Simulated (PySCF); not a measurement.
# C₂HF₄O₃S−: runs on many settings

Aim: see how C₂HF₄O₃S− (`O=S(=O)([O-])[C@@H](F)C(F)(F)F`) answers to the choice of functional, basis, grid and SCF options, and what happens with inputs that are wrong on purpose.

Programs: PySCF 2.14.0, with density-fitted response routines of our own. Each step states its level of theory. These are calculated values for one molecule in the gas phase, unless marked as measured. Atoms are numbered from 0 throughout.

## 1. The molecule as given

11 atoms, charge -1, multiplicity 1; geometry from: GFN2-xTB.

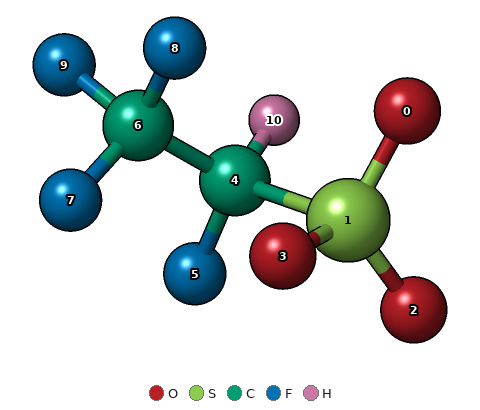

As it starts; oxygen red, sulfur green, carbon teal, fluorine blue, hydrogen pink, atoms numbered; sticks join atoms by distance.

## 2. Spin-spin couplings: PBE/IGLO-II

The job: settings as JSON, then the geometry in Å.

```
{"job": {"kind": "j", "xc": "PBE", "basis": "IGLO-II", "scf": {"max_cycle": 87}}, "charge": -1, "multiplicity": 1}
O      1.631899    -1.270865    -0.801780
S      1.505476     0.000516    -0.117360
O      2.383161     0.165961     1.020197
O      1.359358     1.159153    -0.966528
C     -0.207716    -0.223221     0.672803
F     -0.388442     0.564937     1.776614
C     -1.209395     0.139276    -0.376910
F     -1.354195     1.450693    -0.553027
F     -0.934363    -0.408922    -1.557172
F     -2.479108    -0.305232    -0.085901
H     -0.301250    -1.269626     0.963103
```

Method: PBE/IGLO-II indirect spin-spin coupling, non-relativistic, gas phase.

The run is started by

```bash
$ OMP_NUM_THREADS=1 python probes_run.py task.json out
```

One launch serves the whole session: the jobs run in the order shown.

Log:

```text
final grid: 119576 points
cycle   1  E = -1098.9185918329  dE =  2.405e+00  |g| = 1.813e+00  |ddm| = 3.320e+00
cycle   2  E = -1093.8991500243  dE =  5.019e+00  |g| = 4.916e+00  |ddm| = 7.348e+00
cycle   3  E = -1099.3015965943  dE = -5.402e+00  |g| = 8.000e-01  |ddm| = 7.085e+00
cycle   4  E = -1099.4331750056  dE = -1.316e-01  |g| = 2.976e-01  |ddm| = 1.098e+00
cycle   5  E = -1099.4411359672  dE = -7.961e-03  |g| = 1.939e-01  |ddm| = 2.703e-01
cycle   6  E = -1099.4466727694  dE = -5.537e-03  |g| = 7.665e-02  |ddm| = 1.574e-01
cycle   7  E = -1099.4476693289  dE = -9.966e-04  |g| = 2.225e-02  |ddm| = 6.016e-02
cycle   8  E = -1099.4477516026  dE = -8.227e-05  |g| = 7.330e-03  |ddm| = 1.863e-02
cycle   9  E = -1099.4477606255  dE = -9.023e-06  |g| = 1.470e-03  |ddm| = 5.268e-03
cycle  10  E = -1099.4477609416  dE = -3.161e-07  |g| = 6.460e-04  |ddm| = 1.480e-03
cycle  11  E = -1099.4477609949  dE = -5.333e-08  |g| = 3.793e-04  |ddm| = 5.671e-04
cycle  12  E = -1099.4477610184  dE = -2.354e-08  |g| = 7.459e-05  |ddm| = 2.693e-04
cycle  13  E = -1099.4477610185  dE = -5.139e-11  |g| = 7.580e-05  |ddm| = 9.098e-05
cycle  14  E = -1099.4477610195  dE = -1.015e-09  |g| = 9.156e-06  |ddm| = 5.329e-05
cycle  15  E = -1099.4477610195  dE = -9.550e-12  |g| = 3.742e-06  |ddm| = 6.957e-06
converged SCF energy = -1099.4477610195

Indirect spin-spin couplings (Hz)
  i      j    bonds     total        FC       PSO       DSO        SD
  0 O    5 F    3      4.675     2.085     4.527     0.219    -2.156
  0 O    7 F    4     -1.952    -0.443    -1.270     0.162    -0.401
  0 O    8 F    4     -4.641    -5.145     1.062    -0.199    -0.359
  0 O    9 F    4      0.178    -0.793     0.859     0.104     0.008
  0 O   10 H    3     -0.119     0.045     0.033    -0.197         -
  1 S    5 F    2      6.193     4.177    -0.488     0.076     2.428
  1 S    7 F    3     -0.999    -1.193    -0.030     0.039     0.184
  1 S    8 F    3     -1.642    -1.471    -0.350     0.103     0.076
  1 S    9 F    3      1.239     1.060     0.133    -0.055     0.102
  1 S   10 H    2      0.796     0.789    -0.101     0.109         -
  2 O    5 F    3      1.864    -0.567     2.884    -0.094    -0.359
  2 O    7 F    4     -0.746    -0.184    -0.421     0.153    -0.295
  2 O    8 F    4     -1.769    -1.086    -1.099     0.256     0.160
  2 O    9 F    4     -0.832    -0.424     0.255     0.190    -0.853
  2 O   10 H    3      0.188     0.295    -0.147     0.041         -
  3 O    5 F    3      2.286    -0.165     2.385     0.045     0.021
  3 O    7 F    4     -7.740    -8.399     0.872    -0.239     0.025
  3 O    8 F    4     -2.313    -1.950    -0.153    -0.167    -0.043
  3 O    9 F    4     -1.166    -1.270    -0.120     0.157     0.067
  3 O   10 H    3     -0.481    -0.495    -0.294     0.308         -
  4 C    5 F    1   -332.084  -369.239    19.134     1.274    16.748
  4 C    7 F    2     27.797    27.407    -1.323     0.293     1.421
  4 C    8 F    2     38.587    41.098    -2.767     0.371    -0.115
  4 C    9 F    2     11.003     9.951    -1.032     0.275     1.809
  4 C   10 H    1    150.083   149.520    -1.241     1.805         -
  5 F    6 C    2     17.649    22.292    -5.333     0.485     0.206
  5 F    7 F    3    -26.774    -7.719   -21.879     0.729     2.094
  5 F    8 F    3    -47.310   -49.096   -12.719    -1.295    15.800
  5 F    9 F    3    -14.699     2.418   -13.085     0.119    -4.152
  5 F   10 H    2     54.753    47.903     9.673    -0.084    -2.740
  6 C    7 F    1   -401.254  -369.761   -39.448     1.676     6.278
  6 C    8 F    1   -398.971  -368.352   -38.832     1.685     6.527
  6 C    9 F    1   -381.595  -366.449   -26.357     1.588     9.623
  6 C   10 H    2      0.160     0.103    -0.505     0.561         -
  7 F    8 F    2     11.372   -16.336   -17.598     0.231    45.075
  7 F    9 F    2    -14.491    -7.038   -53.782     0.210    46.119
  7 F   10 H    3     12.010    11.961     1.704    -1.762     0.107
  8 F    9 F    2      5.292    -3.568   -39.638     0.238    48.260
  8 F   10 H    3     -2.306    -2.526     0.127     0.388    -0.295
  9 F   10 H    3      6.445     5.800     0.219     0.815    -0.388
```

It took 78 s on 1 thread of Arm Neoverse N1, shared host; peak memory 0.72 GiB.

The cap on cycles was not reached: the SCF converged in 15 cycles.

Couplings of 1 Hz or more, nine at most for each number of bonds, with means over like pairs (isotopes 13C, 19F, 1H, 17O, 33S):

```csv
pair,bonds,J (Hz),Fermi contact (Hz),dihedral (°)
C6–F7,1,-393.9,-368.2,–
C4–F5,1,-332.1,-369.2,–
C4–H10,1,150.1,149.5,–
F5–H10,2,54.8,47.9,–
C4–F7,2,25.8,26.2,–
F5–C6,2,17.6,22.3,–
S1–F5,2,6.2,4.2,–
F5–F7,3,-29.6,-18.1,–
F7–H10,3,5.4,5.1,–
O0–F5,3,4.7,2.1,156
O3–F5,3,2.3,-0.2,-84
O2–F5,3,1.9,-0.6,38
O3–F7,4,-3.7,-3.9,–
O0–F7,4,-2.1,-2.1,–
O2–F7,4,-1.1,-0.6,–
```

The spin-dipole term was solved for some atoms only; pairs without it lack that part.

The response was solved for the nuclei of F, H alone, so couplings that need other nuclei can be missing.

Quadrupole couplings from the field gradients of the same density:

```
atom  isotope  eQq/h (MHz)     η
  O0      17O       -7.190  0.36
  O3      17O       -7.137  0.35
  O2      17O       -7.040  0.45
  S1      33S       -6.938  0.04
```

## 3. Ultraviolet spectrum: PBE0/3-21G

The job, as its differences from that of step 2:

```diff
@@ -1,2 +1,2 @@
-{"job": {"kind": "j", "xc": "PBE", "basis": "IGLO-II", "scf": {"max_cycle": 87}}, "charge": -1, "multiplicity": 1}
+{"job": {"kind": "uv", "xc": "PBE0", "basis": "3-21G", "nstates": 1, "ntriplets": 2, "tda": true}, "charge": -1, "multiplicity": 1}
 O      1.631899    -1.270865    -0.801780
```

Level: TDA PBE0/3-21G, vertical, gas phase, core orbitals frozen in the response.

Log:

```text
coarse grid: 12024 points
cycle   1  E = -1092.5050009977  dE =  2.449e+00  |g| = 1.669e+00  |ddm| = 4.042e+00
cycle   2  E = -1091.6007851479  dE =  9.042e-01  |g| = 2.748e+00  |ddm| = 4.975e+00
cycle   3  E = -1093.0437387649  dE = -1.443e+00  |g| = 2.188e-01  |ddm| = 3.460e+00
cycle   4  E = -1093.0528336555  dE = -9.095e-03  |g| = 1.281e-01  |ddm| = 4.509e-01
cycle   5  E = -1093.0558058010  dE = -2.972e-03  |g| = 5.058e-02  |ddm| = 1.544e-01
cycle   6  E = -1093.0563008362  dE = -4.950e-04  |g| = 8.113e-03  |ddm| = 5.839e-02
cycle   7  E = -1093.0563145466  dE = -1.371e-05  |g| = 2.211e-03  |ddm| = 1.071e-02
cycle   8  E = -1093.0563153288  dE = -7.822e-07  |g| = 5.566e-04  |ddm| = 2.035e-03
final grid: 119576 points
cycle   9  E = -1093.2026478841  dE = -4.532e-05  |g| = 9.065e-03  |ddm| = 1.956e-02
cycle  10  E = -1093.2026349913  dE =  1.289e-05  |g| = 1.239e-02  |ddm| = 2.068e-02
cycle  11  E = -1093.2026630709  dE = -2.808e-05  |g| = 9.910e-04  |ddm| = 1.285e-02
cycle  12  E = -1093.2026632821  dE = -2.113e-07  |g| = 3.218e-04  |ddm| = 1.457e-03
cycle  13  E = -1093.2026632976  dE = -1.547e-08  |g| = 1.183e-04  |ddm| = 3.927e-04
cycle  14  E = -1093.2026632996  dE = -1.996e-09  |g| = 5.791e-05  |ddm| = 1.625e-04
cycle  15  E = -1093.2026633002  dE = -6.016e-10  |g| = 7.720e-06  |ddm| = 5.933e-05
converged SCF energy = -1093.2026633002

Static polarisability (au): isotropic 39.981, principal 36.980 37.457 45.505

Singlet excitations
state   eV       nm        f      main configurations
  1   6.6677    185.9   0.00053   H->L 0.79, H->L+1 0.18

Triplet excitations (Tamm-Dancoff, eV): 6.4323 6.5977
```

It took 14 s on 1 thread of Arm Neoverse N1, shared host; peak memory 0.55 GiB.

Frontier orbitals and where they lie:

```
orbital     eV                       atoms
 HOMO−3  -3.07            O3 54 %, O2 39 %
 HOMO−2  -3.06   O0 48 %, O2 29 %, O3 16 %
 HOMO−1  -2.78   O0 31 %, C4 27 %, O2 13 %
   HOMO  -2.10   O0 35 %, O2 34 %, O3 30 %
   LUMO   6.09   C4 27 %, C6 18 %, S1 16 %
 LUMO+1   6.45   C4 23 %, C6 19 %, S1 15 %
 LUMO+2   7.80  H10 35 %, C4 32 %, S1 10 %
```

Further results of this job:

| property | computed |
| --- | --- |
| polarisability (Å³) | 5.92 |
| HOMO–LUMO gap (eV) | 8.19 |
| −ε(HOMO) (eV) | 2.10 |

## 4. Shielding tensors: CAM-B3LYP/6-31G*

The job, as its differences from that of step 3:

```diff
@@ -1,2 +1,2 @@
-{"job": {"kind": "uv", "xc": "PBE0", "basis": "3-21G", "nstates": 1, "ntriplets": 2, "tda": true}, "charge": -1, "multiplicity": 1}
+{"job": {"kind": "nmr", "xc": "CAM-B3LYP", "basis": "6-31G*", "pop": true, "scf": {"diis": false, "max_cycle": 54}}, "charge": -1, "multiplicity": 1}
 O      1.631899    -1.270865    -0.801780
```

Level: GIAO CAM-B3LYP/6-31G* NMR shielding, non-relativistic, gas phase.

Log:

```text
final grid: 119576 points
cycle   1  E = -1099.2786381430  dE =  2.670e+00  |g| = 1.734e+00  |ddm| = 3.831e+00
cycle   2  E = -1098.7084064387  dE =  5.702e-01  |g| = 2.550e+00  |ddm| = 3.104e+00
cycle   3  E = -1098.1067976848  dE =  6.016e-01  |g| = 3.089e+00  |ddm| = 3.792e+00
cycle   4  E = -1092.6753722579  dE =  5.431e+00  |g| = 5.846e+00  |ddm| = 8.266e+00
cycle   5  E = -1081.1550428570  dE =  1.152e+01  |g| = 7.075e+00  |ddm| = 1.349e+01
cycle   6  E = -971.6829960386  dE =  1.095e+02  |g| = 1.785e+01  |ddm| = 2.841e+01
cycle   7  E = -687.6899234131  dE =  2.840e+02  |g| = 1.425e+01  |ddm| = 4.679e+01
cycle   8  E = -538.3137448082  dE =  1.494e+02  |g| = 1.925e+01  |ddm| = 4.761e+01
cycle   9  E = -650.4923994713  dE = -1.122e+02  |g| = 1.134e+01  |ddm| = 6.077e+01
cycle  10  E = -499.6044685804  dE =  1.509e+02  |g| = 1.829e+01  |ddm| = 6.138e+01
[... 34 cycles left out ...]
cycle  45  E = -650.4290605987  dE = -1.510e+02  |g| = 1.113e+01  |ddm| = 6.142e+01
cycle  46  E = -499.4230250432  dE =  1.510e+02  |g| = 1.832e+01  |ddm| = 6.142e+01
cycle  47  E = -650.4290605987  dE = -1.510e+02  |g| = 1.113e+01  |ddm| = 6.142e+01
cycle  48  E = -499.4230250432  dE =  1.510e+02  |g| = 1.832e+01  |ddm| = 6.142e+01
cycle  49  E = -650.4290605987  dE = -1.510e+02  |g| = 1.113e+01  |ddm| = 6.142e+01
cycle  50  E = -499.4230250432  dE =  1.510e+02  |g| = 1.832e+01  |ddm| = 6.142e+01
cycle  51  E = -650.4290605987  dE = -1.510e+02  |g| = 1.113e+01  |ddm| = 6.142e+01
cycle  52  E = -499.4230250432  dE =  1.510e+02  |g| = 1.832e+01  |ddm| = 6.142e+01
cycle  53  E = -650.4290605987  dE = -1.510e+02  |g| = 1.113e+01  |ddm| = 6.142e+01
cycle  54  E = -499.4230250432  dE =  1.510e+02  |g| = 1.832e+01  |ddm| = 6.142e+01
SCF not converged, last energy = -499.4230250432
```

It took 83 s on 1 thread of Arm Neoverse N1, shared host; peak memory 0.72 GiB.

Why it failed: The SCF swings between two densities 151.01 Eh apart: plain iteration without DIIS overshoots. Cure: turn DIIS on. Numbers printed on the way are no properties of the molecule.

## 5. Spin-spin couplings: mPW1PW91/def2-SVP

The job, as its differences from that of step 4:

```diff
@@ -1,2 +1,2 @@
-{"job": {"kind": "nmr", "xc": "CAM-B3LYP", "basis": "6-31G*", "pop": true, "scf": {"diis": false, "max_cycle": 54}}, "charge": -1, "multiplicity": 1}
+{"job": {"kind": "j", "xc": "mPW1PW91", "basis": "def2-SVP"}, "charge": -1, "multiplicity": 1}
 O      1.631899    -1.270865    -0.801780
```

With the program's defaults for keys left out, this is: mPW1PW91/def2-SVP indirect spin-spin coupling, non-relativistic, gas phase.

Log:

```text
coarse grid: 12024 points
cycle   1  E = -1098.5767670944  dE =  2.486e+00  |g| = 1.674e+00  |ddm| = 4.113e+00
cycle   2  E = -1097.5249394174  dE =  1.052e+00  |g| = 2.930e+00  |ddm| = 3.994e+00
cycle   3  E = -1099.0747960527  dE = -1.550e+00  |g| = 2.000e-01  |ddm| = 2.850e+00
cycle   4  E = -1099.0820740951  dE = -7.278e-03  |g| = 9.855e-02  |ddm| = 3.109e-01
cycle   5  E = -1099.0838001149  dE = -1.726e-03  |g| = 3.850e-02  |ddm| = 1.078e-01
cycle   6  E = -1099.0840631326  dE = -2.630e-04  |g| = 9.818e-03  |ddm| = 4.020e-02
cycle   7  E = -1099.0840816667  dE = -1.853e-05  |g| = 2.282e-03  |ddm| = 1.056e-02
cycle   8  E = -1099.0840825639  dE = -8.972e-07  |g| = 5.334e-04  |ddm| = 2.167e-03
final grid: 119576 points
cycle   9  E = -1099.2295695899  dE = -3.143e-05  |g| = 7.502e-03  |ddm| = 2.399e-02
cycle  10  E = -1099.2295581924  dE =  1.140e-05  |g| = 1.086e-02  |ddm| = 1.570e-02
cycle  11  E = -1099.2295804984  dE = -2.231e-05  |g| = 1.011e-03  |ddm| = 9.451e-03
cycle  12  E = -1099.2295806950  dE = -1.965e-07  |g| = 2.574e-04  |ddm| = 1.215e-03
cycle  13  E = -1099.2295807059  dE = -1.097e-08  |g| = 9.929e-05  |ddm| = 2.846e-04
cycle  14  E = -1099.2295807076  dE = -1.633e-09  |g| = 3.178e-05  |ddm| = 1.005e-04
cycle  15  E = -1099.2295807077  dE = -1.737e-10  |g| = 1.118e-05  |ddm| = 3.627e-05
converged SCF energy = -1099.2295807077

Indirect spin-spin couplings (Hz)
  i      j    bonds     total        FC       PSO       DSO        SD
  0 O    5 F    3     -6.672    -8.563     3.784     0.214    -2.106
  0 O    7 F    4     -1.593    -0.547    -0.898     0.158    -0.307
  0 O    8 F    4    -12.946   -13.024     0.673    -0.199    -0.396
  0 O    9 F    4     -1.535    -2.242     0.570     0.101     0.035
  0 O   10 H    3     -0.130     0.122    -0.053    -0.199         -
  1 S    5 F    2     17.512    15.434    -0.360     0.078     2.360
  1 S    7 F    3     -1.301    -1.543     0.058     0.041     0.142
  1 S    8 F    3     -0.941    -0.794    -0.284     0.104     0.032
  1 S    9 F    3      4.058     3.862     0.081    -0.053     0.168
  1 S   10 H    2     -0.217    -0.295    -0.031     0.109         -
  2 O    5 F    3     -2.433    -4.130     2.198    -0.097    -0.403
  2 O    7 F    4     -0.494    -0.283    -0.200     0.150    -0.161
  2 O    8 F    4     -1.759    -1.435    -0.712     0.252     0.136
  2 O    9 F    4     -5.352    -4.964     0.198     0.187    -0.774
  2 O   10 H    3      0.554     0.665    -0.149     0.038         -
  3 O    5 F    3     -0.022    -2.140     2.191     0.041    -0.113
  3 O    7 F    4    -17.075   -17.286     0.527    -0.238    -0.079
  3 O    8 F    4     -7.954    -7.305    -0.360    -0.168    -0.120
  3 O    9 F    4     -2.289    -2.495    -0.038     0.154     0.090
  3 O   10 H    3     -1.220    -1.386    -0.139     0.305         -
  4 C    5 F    1   -356.555  -398.259    24.169     1.341    16.194
  4 C    7 F    2     50.136    49.814    -1.235     0.307     1.250
  4 C    8 F    2     83.197    85.192    -2.347     0.375    -0.024
  4 C    9 F    2     29.827    28.766    -0.811     0.284     1.589
  4 C   10 H    1    211.886   210.956    -0.832     1.762         -
  5 F    6 C    2     56.143    60.144    -4.591     0.486     0.105
  5 F    7 F    3    -13.551     1.007   -17.023     0.761     1.703
  5 F    8 F    3    -10.380   -13.926    -9.733    -1.255    14.534
  5 F    9 F    3    -15.992    -2.394   -10.245     0.155    -3.507
  5 F   10 H    2     71.186    64.461     9.503    -0.045    -2.734
  6 C    7 F    1   -395.982  -372.108   -31.615     1.724     6.017
  6 C    8 F    1   -399.044  -376.179   -30.985     1.733     6.388
  6 C    9 F    1   -400.147  -392.320   -19.235     1.631     9.777
  6 C   10 H    2     -2.547    -2.849    -0.243     0.545         -
  7 F    8 F    2    373.818   322.875     6.022     0.317    44.604
  7 F    9 F    2    376.572   356.038   -25.657     0.292    45.898
  7 F   10 H    3     20.850    21.549     1.027    -1.744     0.017
  8 F    9 F    2    401.269   364.706   -11.917     0.322    48.158
  8 F   10 H    3     -2.167    -2.579     0.283     0.403    -0.274
  9 F   10 H    3     10.023     9.107     0.485     0.827    -0.396
```

Wall time 50 s (1 thread of Arm Neoverse N1, shared host); peak memory 0.8 GiB.

This basis has no tight s functions, so the Fermi-contact terms are rough.

In short: J(C6,F7) -398.4 Hz, J(F7,F8) 383.9 Hz, J(C4,F5) -356.6 Hz (means over like pairs).

## 6. NMR shieldings: PBE0/aug-cc-pVDZ

The job, as its differences from that of step 5:

```diff
@@ -1,2 +1,2 @@
-{"job": {"kind": "j", "xc": "mPW1PW91", "basis": "def2-SVP"}, "charge": -1, "multiplicity": 1}
+{"job": {"kind": "nmr", "xc": "PBE0", "basis": "aug-cc-pVDZ", "pop": false, "gauge": [2, 0, 0], "scf": {"max_cycle": 70}}, "charge": -1, "multiplicity": 1}
 O      1.631899    -1.270865    -0.801780
```

With the program's defaults for keys left out, this is: common gauge origin PBE0/aug-cc-pVDZ NMR shielding, non-relativistic, gas phase.

Log:

```text
final grid: 119576 points
cycle   1  E = -1098.8966553900  dE =  2.557e+00  |g| = 1.549e+00  |ddm| = 6.633e+00
cycle   2  E = -1097.9035142719  dE =  9.931e-01  |g| = 2.800e+00  |ddm| = 6.176e+00
cycle   3  E = -1099.3287094164  dE = -1.425e+00  |g| = 1.916e-01  |ddm| = 4.159e+00
cycle   4  E = -1099.3352790143  dE = -6.570e-03  |g| = 1.005e-01  |ddm| = 5.240e-01
cycle   5  E = -1099.3371095964  dE = -1.831e-03  |g| = 3.791e-02  |ddm| = 1.763e-01
cycle   6  E = -1099.3373703974  dE = -2.608e-04  |g| = 9.186e-03  |ddm| = 5.792e-02
cycle   7  E = -1099.3373862633  dE = -1.587e-05  |g| = 2.320e-03  |ddm| = 1.605e-02
cycle   8  E = -1099.3373872181  dE = -9.549e-07  |g| = 5.736e-04  |ddm| = 3.681e-03
cycle   9  E = -1099.3373872715  dE = -5.331e-08  |g| = 1.830e-04  |ddm| = 1.100e-03
cycle  10  E = -1099.3373872776  dE = -6.180e-09  |g| = 4.991e-05  |ddm| = 3.567e-04
cycle  11  E = -1099.3373872780  dE = -3.702e-10  |g| = 2.501e-05  |ddm| = 1.134e-04
converged SCF energy = -1099.3373872780

GIAO shielding tensors (ppm)
atom      isotropic    diamagn.    paramagn.     s11        s22        s33       span
  0 O      133.869     551.704    -417.835     76.192    112.010    213.406    137.214
  1 S      342.111    1382.830   -1040.718    220.899    395.439    409.995    189.097
  2 O      165.871     575.461    -409.591    132.821    146.761    218.030     85.209
  3 O      143.283     566.262    -422.980     79.589     97.388    252.871    173.282
  4 C      168.154     579.712    -411.557    124.587    179.005    200.870     76.283
  5 F      373.187     551.242    -178.055    305.768    340.705    473.087    167.318
  6 C      144.970     566.280    -421.310    124.237    143.914    166.758     42.521
  7 F      249.456     511.617    -262.161    129.471    224.947    393.950    264.478
  8 F      263.679     579.353    -315.674    151.362    254.232    385.443    234.081
  9 F      163.843     344.088    -180.245      4.505     93.326    393.700    389.195
 10 H       49.209     135.957     -86.749      2.157     39.413    106.056    103.898
```

Wall time 47 s (1 thread of Arm Neoverse N1, shared host); peak memory 0.96 GiB.

A normal end doesn't make this result sound: a common gauge origin replaces GIAOs, so the shieldings depend on where the origin lies.

## 7. Comparing the runs: spin-spin couplings

Couplings (Hz), each a mean over the pairs like the one named, with basis size and wall time:

```csv
run,C6–F7,C4–F5,C4–H10,F5–H10,F5–F7,C4–F7,F5–C6,functions,time
PBE/IGLO-II,-393.9,-332.1,150.1,54.8,-29.6,25.8,17.6,239,78 s
mPW1PW91/def2-SVP,-398.4,-356.6,211.9,71.2,-13.3,54.4,56.1,149,50 s
```

## 8. Outcome

| quantity | value |
| --- | --- |
| largest coupling of the table (PBE/IGLO-II) | ¹J(C,F) C6–F7, -393.9 Hz |
| lowest singlet (PBE0/3-21G) | 6.67 eV (186 nm), f = 0.001 |
| lowest triplet | 6.43 eV |
| range of J(C6,F7), mean over like pairs | -398.4 to -393.9 Hz |
| property runs in this session | 5, of which 1 failed and 1 gave unsound results |

Single values in the summary come from the first run of each kind that ended normally (PBE/IGLO-II; PBE0/3-21G), which need not be the best level. In the run at PBE/IGLO-II, the largest coupling of the table is C6–F7 (mean over like pairs), -393.9 Hz, of which the Fermi-contact term gives -368.2 Hz. Couplings across rotatable bonds belong to this one conformer; where others are populated, the observed values are averages. Density functionals describe couplings to fluorine poorly, F–F couplings above all, so those rows are rough. The first singlet state (HOMO→LUMO 0.79, HOMO→LUMO+1 0.18) lies at 6.67 eV and is dark. The lowest triplet lies 0.24 eV below the lowest singlet. The lowest singlet lies above −ε(HOMO); no detachment energy was computed, so the anion's states may not be bound. The basis of PBE0/3-21G has no diffuse functions, so Rydberg states are missing and the high states are unreliable. The coupling C6–F7, as a mean over pairs of its kind, runs from -398.4 Hz (mPW1PW91/def2-SVP) to -393.9 Hz (PBE/IGLO-II). Couplings from bases without tight functions are rough.
